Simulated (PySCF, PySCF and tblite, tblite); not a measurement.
# C7H5NO: a path driven as rotation about a bond, and NMR exchange, part 2 of 2

PySCF and tblite. Atoms count from 0. Earlier steps stand in the parts before.

## 8. Shieldings, saddle of leg 1: PBE0/pcSseg-1

The job: settings as JSON, then the geometry in Å.

```
{"job": {"kind": "nmr", "xc": "PBE0", "basis": "pcSseg-1", "pop": false}, "charge": 0, "multiplicity": 1}
C     -0.134996     2.439679    -0.682042
C     -0.432624     1.332157    -0.328859
C     -0.790855     0.025204     0.090168
C     -2.156084    -0.321860    -0.071168
C     -3.318644    -0.578831    -0.220507
C      0.098468    -0.829176     0.618998
N      1.468076    -0.499466     0.772247
C      2.378360    -0.707467    -0.204486
O      2.156153    -1.209795    -1.273211
H      0.125915     3.404996    -0.999386
H     -4.331349    -0.820475    -0.349561
H     -0.196936    -1.828095     0.915970
H      1.749691    -0.043082     1.627099
H      3.384826    -0.363787     0.104739
```

Log:

```text
coarse grid: 12856 points
cycle   1  E = -398.8152993411  dE =  1.750e+00  |g| = 8.940e-01  |ddm| = 3.870e+00
cycle   2  E = -398.1777489257  dE =  6.376e-01  |g| = 1.954e+00  |ddm| = 2.849e+00
cycle   3  E = -398.9765593453  dE = -7.988e-01  |g| = 2.053e-01  |ddm| = 2.170e+00
cycle   4  E = -398.9843656413  dE = -7.806e-03  |g| = 9.902e-02  |ddm| = 2.683e-01
cycle   5  E = -398.9860028609  dE = -1.637e-03  |g| = 4.631e-02  |ddm| = 8.803e-02
cycle   6  E = -398.9864206025  dE = -4.177e-04  |g| = 1.775e-02  |ddm| = 4.508e-02
cycle   7  E = -398.9864984602  dE = -7.786e-05  |g| = 4.238e-03  |ddm| = 1.577e-02
cycle   8  E = -398.9865021484  dE = -3.688e-06  |g| = 1.259e-03  |ddm| = 4.780e-03
final grid: 127520 points
cycle   9  E = -399.0513139159  dE = -2.093e-05  |g| = 1.170e-02  |ddm| = 7.776e-02
cycle  10  E = -399.0512419547  dE =  7.196e-05  |g| = 2.287e-02  |ddm| = 2.500e-02
cycle  11  E = -399.0513395908  dE = -9.764e-05  |g| = 2.023e-03  |ddm| = 1.714e-02
cycle  12  E = -399.0513404927  dE = -9.018e-07  |g| = 7.143e-04  |ddm| = 2.520e-03
cycle  13  E = -399.0513406172  dE = -1.246e-07  |g| = 2.055e-04  |ddm| = 7.469e-04
cycle  14  E = -399.0513406253  dE = -8.055e-09  |g| = 1.108e-04  |ddm| = 2.274e-04
cycle  15  E = -399.0513406283  dE = -2.970e-09  |g| = 1.741e-05  |ddm| = 1.038e-04
cycle  16  E = -399.0513406283  dE = -6.787e-11  |g| = 3.933e-06  |ddm| = 2.063e-05
converged SCF energy = -399.0513406283

GIAO shielding tensors (ppm)
atom      isotropic    diamagn.    paramagn.     s11        s22        s33       span
  0 C       90.829     258.977    -168.148     33.160     42.604    196.722    163.562
  1 C      105.081     249.778    -144.697      6.417     10.279    298.549    292.133
  2 C       66.146     256.395    -190.249    -38.478     88.448    148.467    186.944
  3 C      104.021     247.459    -143.439      5.181      7.381    299.499    294.318
  4 C       95.283     258.329    -163.046     36.239     42.491    207.118    170.880
  5 C       32.432     247.965    -215.533    -92.845     65.845    124.296    217.142
  6 N      127.757     329.542    -201.785     36.753    130.695    215.824    179.071
  7 C       26.297     242.057    -215.760    -71.778     60.480     90.190    161.968
  8 O     -106.924     400.967    -507.892   -429.382   -222.671    331.280    760.663
  9 H       28.686      33.952      -5.266     24.720     25.238     36.100     11.381
 10 H       28.885      33.485      -4.600     24.902     25.008     36.746     11.844
 11 H       24.608      30.034      -5.427     21.592     23.966     28.266      6.674
 12 H       26.496      32.396      -5.900     22.517     25.844     31.128      8.611
 13 H       23.540      24.915      -1.375     20.308     22.923     27.388      7.080
```

Wall time 17 s (1 thread of Arm Neoverse V2, shared host); peak memory 0.82 GiB.

In short: HOMO -7.34 eV, LUMO -1.86 eV; dipole 3.71 D.

## 9. Shieldings, end: PBE0/pcSseg-1

The job: settings as JSON, then the geometry in Å.

```
{"job": {"kind": "nmr", "xc": "PBE0", "basis": "pcSseg-1", "pop": false}, "charge": 0, "multiplicity": 1}
C     -0.082099     2.247872    -1.052883
C     -0.341738     1.181446    -0.566431
C     -0.740802    -0.029194     0.046091
C     -2.128412    -0.314711    -0.036283
C     -3.306266    -0.528010    -0.123954
C      0.075968    -0.868246     0.712124
N      1.458694    -0.740598     0.840946
C      2.320827    -0.287529    -0.109644
O      2.040829     0.049909    -1.227185
H      0.190296     3.156606    -1.499508
H     -4.334177    -0.723676    -0.197109
H     -0.345097    -1.728512     1.216850
H      1.857923    -1.145773     1.675319
H      3.358562    -0.284440     0.278026
```

Log:

```text
coarse grid: 12856 points
cycle   1  E = -398.8066933796  dE =  1.785e+00  |g| = 9.121e-01  |ddm| = 3.871e+00
cycle   2  E = -398.0550098086  dE =  7.517e-01  |g| = 2.080e+00  |ddm| = 3.104e+00
cycle   3  E = -398.9821212139  dE = -9.271e-01  |g| = 1.931e-01  |ddm| = 2.363e+00
cycle   4  E = -398.9890405377  dE = -6.919e-03  |g| = 9.774e-02  |ddm| = 2.693e-01
cycle   5  E = -398.9907086475  dE = -1.668e-03  |g| = 4.384e-02  |ddm| = 9.015e-02
cycle   6  E = -398.9910761473  dE = -3.675e-04  |g| = 1.641e-02  |ddm| = 4.106e-02
cycle   7  E = -398.9911413046  dE = -6.516e-05  |g| = 4.604e-03  |ddm| = 1.488e-02
cycle   8  E = -398.9911457542  dE = -4.450e-06  |g| = 1.233e-03  |ddm| = 4.632e-03
final grid: 127520 points
cycle   9  E = -399.0554452789  dE = -1.916e-05  |g| = 1.203e-02  |ddm| = 7.192e-02
cycle  10  E = -399.0553631331  dE =  8.215e-05  |g| = 2.401e-02  |ddm| = 2.541e-02
cycle  11  E = -399.0554728699  dE = -1.097e-04  |g| = 2.133e-03  |ddm| = 1.780e-02
cycle  12  E = -399.0554739424  dE = -1.072e-06  |g| = 6.758e-04  |ddm| = 2.746e-03
cycle  13  E = -399.0554740480  dE = -1.056e-07  |g| = 2.345e-04  |ddm| = 7.128e-04
cycle  14  E = -399.0554740593  dE = -1.136e-08  |g| = 1.060e-04  |ddm| = 2.625e-04
cycle  15  E = -399.0554740621  dE = -2.757e-09  |g| = 2.012e-05  |ddm| = 1.100e-04
cycle  16  E = -399.0554740622  dE = -7.924e-11  |g| = 8.290e-06  |ddm| = 2.553e-05
converged SCF energy = -399.0554740622

GIAO shielding tensors (ppm)
atom      isotropic    diamagn.    paramagn.     s11        s22        s33       span
  0 C       80.939     259.789    -178.850     36.783     42.180    163.853    127.070
  1 C      103.964     248.057    -144.093      1.753     11.770    298.368    296.615
  2 C       83.825     256.778    -172.952     -5.874    101.154    156.196    162.070
  3 C      101.394     247.044    -145.650      2.317      3.622    298.243    295.926
  4 C      101.275     258.213    -156.938     39.231     49.264    215.330    176.098
  5 C       43.083     249.722    -206.639    -74.136     71.110    132.274    206.410
  6 N      107.175     329.600    -222.425     -3.978    152.333    173.169    177.146
  7 C       30.447     241.984    -211.537    -70.774     70.799     91.316    162.090
  8 O     -154.401     402.610    -557.011   -554.639   -238.119    329.556    884.196
  9 H       28.099      33.920      -5.821     24.772     25.339     34.187      9.416
 10 H       29.178      33.583      -4.406     24.982     25.101     37.450     12.468
 11 H       25.081      30.070      -4.989     21.556     24.609     29.077      7.521
 12 H       25.767      30.998      -5.231     21.406     26.035     29.860      8.453
 13 H       23.479      24.562      -1.083     19.337     23.128     27.972      8.635
```

It took 17 s on 1 thread of Arm Neoverse V2, shared host; peak memory 0.77 GiB.

Key values: HOMO -6.56 eV, LUMO -1.51 eV; dipole 3.89 D.

## 10. Barriers, rates and exchange

The job: settings as JSON, then the geometry in Å.

```
{"job": {"smiles": "C#CC(C#C)=CNC=O", "charge": 0, "mult": 1, "motion": "rotation", "what": "enamine", "atoms": [5, 6], "drives": [{"terms": [["t", [2, 5, 6, 7], 0.25], ["t", [2, 5, 6, 12], 0.25], ["t", [11, 5, 6, 7], 0.25], ["t", [11, 5, 6, 12], 0.25]], "by": 180, "n": 12}], "flip": [5, 6], "study": "path", "level": {"kind": "nmr", "xc": "PBE0", "basis": "pcSseg-1"}, "fields": [360, 600, 800], "first": 3, "seed": 755, "kind": "path"}, "charge": 0, "multiplicity": 1}
C     -0.420568     2.740698    -0.204604
C     -0.608487     1.556350    -0.136479
C     -0.823196     0.156714    -0.056907
C     -2.171351    -0.271994    -0.105817
C     -3.327894    -0.590377    -0.151215
C      0.194696    -0.719747     0.058148
N      1.518251    -0.331729     0.107555
C      2.549829    -1.210062     0.224121
O      2.437624    -2.405280     0.296094
H     -0.274365     3.777695    -0.265264
H     -4.332321    -0.889908    -0.188960
H      0.033081    -1.785095     0.118237
H      1.699291     0.662566     0.052449
H      3.524732    -0.690305     0.245595
```

Log:

```text
stationary points (kcal/mol above the start)
  n  kind          group   xTB      DFT    lowest mode
  0  minimum      Cs       0.00     0.00      72.5
  1  saddle       C1       9.59    12.65    -119.1
  2  minimum      C1       6.09     9.81      57.6

GFN2-xTB energies: T/K, barrier G, reaction G (kcal/mol), k forward, k back (1/s)
 150.00     8.96     6.12      0.558   2.27e+08
 200.00     9.02     6.14   1.16e+03   2.98e+09
 250.00     9.09     6.16   1.17e+05   1.43e+10
 298.15     9.17     6.18   2.36e+06   4.01e+10
 350.00     9.26     6.20   2.41e+07   8.94e+10
 400.00     9.35     6.21   1.29e+08    1.6e+11
 500.00     9.56     6.23   1.38e+09   3.66e+11

PBE0/pcSseg-1 + D3(BJ) energies: T/K, barrier G, reaction G (kcal/mol), k forward, k back (1/s)
 150.00    12.02     9.84   1.94e-05   2.11e+09
 200.00    12.08     9.87      0.524   1.58e+10
 250.00    12.15     9.89        248   5.46e+10
 298.15    12.23     9.91   1.35e+04   1.23e+11
 350.00    12.32     9.92   2.96e+05   2.32e+11
 400.00    12.41     9.94   2.75e+06   3.69e+11
 500.00    12.62     9.96   6.33e+07   7.14e+11
```

It took 63 s on 1 thread of Arm Neoverse V2, shared host; peak memory 0.82 GiB. This counts the whole study up to here.

Barriers by level (kcal/mol; entropies in cal/(mol K)). Zero-point and thermal terms come from xTB in every row. ΔG‡ leaves symmetry out; the rate counts equivalent paths (a factor of 2); effective ΔG‡, where given, is the barrier that would give that rate by Eyring's equation alone:

| level | ΔE‡ | with zero-point | ΔH‡ | ΔS‡ | ΔG‡ (298 K) | ΔE of reaction | k at 298 K (1/s) | effective ΔG‡ |
| --- | --- | --- | --- | --- | --- | --- | --- | --- |
| GFN2-xTB | 9.59 | 8.82 | 8.56 | -2.0 | 9.17 | 6.09 | 2.4e+06 | 8.76 |
| PBE0/pcSseg-1 + D3(BJ) | 12.65 | 11.88 | 11.62 | -2.0 | 12.23 | 9.82 | 1.4e+04 | 11.82 |

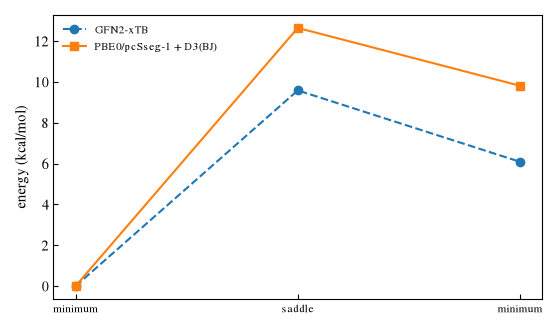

The xTB stationary points, at both levels.

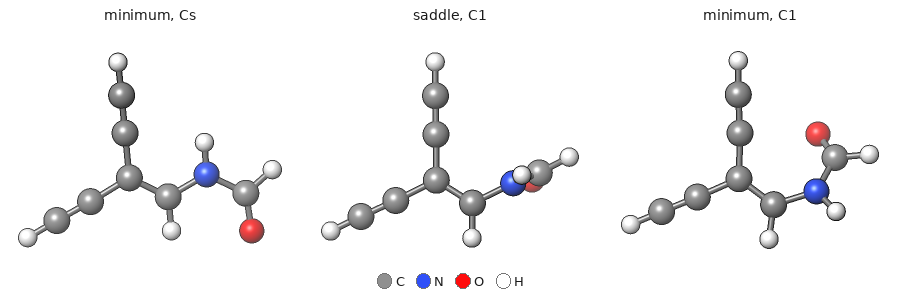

The stationary points in order.

Sites that the driver pairs across this motion, and where their lines would merge (no couplings; faster rotations or exchange between molecules can average them sooner):

| nucleus | sites: shielding (ppm) | proton frequency (MHz) | spread (Hz) | coalescence (K) | lines at 298 K |
| --- | --- | --- | --- | --- | --- |
| ¹⁷O | O8: -122.5; O8 (end): -154.4 | 800 | 3460 | not given | – |
| ¹³C | C2: 99.0; C2 (end): 83.8 | 800 | 3052 | not given | – |
| ¹³C | C0: 91.4; C0 (end): 80.9 | 800 | 2106 | not given | – |
| ¹H | H12: 24.35; H12 (end): 25.77 | 800 | 1132 | not given | – |
| ¹H | H11: 23.67; H11 (end): 25.08 | 800 | 1126 | not given | – |
| ¹⁵N | N6: 94.8; N6 (end): 107.2 | 800 | 1001 | not given | – |
| ¹³C | C5: 39.9; C5 (end): 43.1 | 800 | 649 | not given | – |
| ¹³C | C4: 98.7; C4 (end): 101.3 | 800 | 510 | not given | – |

A dash: the driver gave no coalescence for this row (it judged the minor form too scarce).

Rows that set an atom against itself at the end compare its shielding in the two forms.

Lines of quadrupolar nuclei are broad, so their coalescence could hardly be seen.

## 11. Results

This closing draws on all 2 parts.

| quantity | value |
| --- | --- |
| barrier (PBE0/pcSseg-1 + D3(BJ)) | ΔE‡ 12.7, ΔG‡(298 K) 12.2 kcal/mol |
| barrier (GFN2-xTB) | ΔE‡ 9.6 kcal/mol |
| rate at 298 K | 1.4e+04 s⁻¹ |
| end of the path | 9.8 kcal/mol from the start |

The barrier is 12.7 kcal/mol at the DFT level (xTB: 9.6); with thermal terms and the count of paths the DFT value gives a rate of 1.4e+04 s⁻¹ at 298 K. An error of 1.4 kcal/mol changes that rate tenfold.
